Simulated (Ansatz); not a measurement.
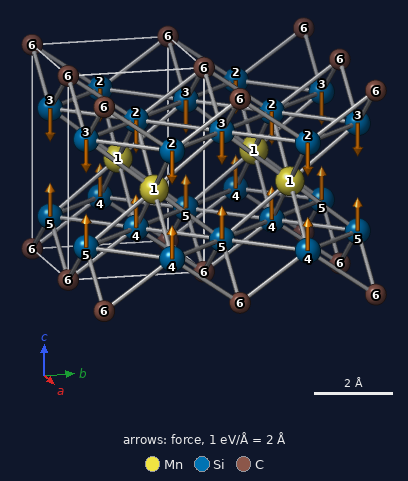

Starting geometry of crystalline MnSi$_{4}$C (a generated structure, set up in P4/mmm) (coarse preliminary run) with the computed forces as orange arrows. A ball-and-stick model of the cell of the calculation, repeated 2 × 2 × 1 with one cell outlined, seen slightly off an axis.

The calculation used Ansatz, DFT PBE, scalar-relativistic, plane waves, PAW. (plane-wave cutoff 420 eV; k-point mesh 6 × 6 × 4; occupations gaussian; smearing width 0.1 eV; collinear spin; cell and atoms relaxed; force threshold 0.04 eV/Å; at most 70 steps)

**Is this structure relaxed? If not, where do the atoms go?**

It isn't relaxed: the largest force vector, on Si atoms, is 0.45 eV/Å. The atoms end up moving mostly along the starting forces (cosine between the two patterns 1.00). The largest moves relative to the cell, 0.050 Å, are those of Si2, Si3, Si4 and Si5. Si2 goes along −c. C and Mn stay in place. Cell: a = b 3.607 → 3.860 Å (+7.0 %), c 5.382 → 4.955 Å (−7.9 %). Volume +5.4 %. Some distances before and after: Si2–Si4 2.847 → 2.521 Å, Si2–Si3 2.551 → 2.729 Å, Si2–Si4 (another image) 2.535 → 2.434 Å, Si2–C6 2.205 → 2.282 Å. The space group stays P4/mmm (No. 123). After 5 accepted moves (7 points after the start) the energy has fallen by 0.928 eV per cell of the calculation. Largest force component: 0.45 eV/Å at the start, 0.0012 eV/Å at the end. Pressure: 9.70 GPa at the start and 0.00 GPa at the end. The SCF was repeated twice at an unchanged geometry on a basis and grid sized afresh for the cell, which shifted the energy by 9.1 meV per cell of the calculation at most. The program noted that the starting moments weren't kept. The run took 69 s on 1 thread of Arm Neoverse V2, with other jobs on the host, peak memory 0.41 GiB.
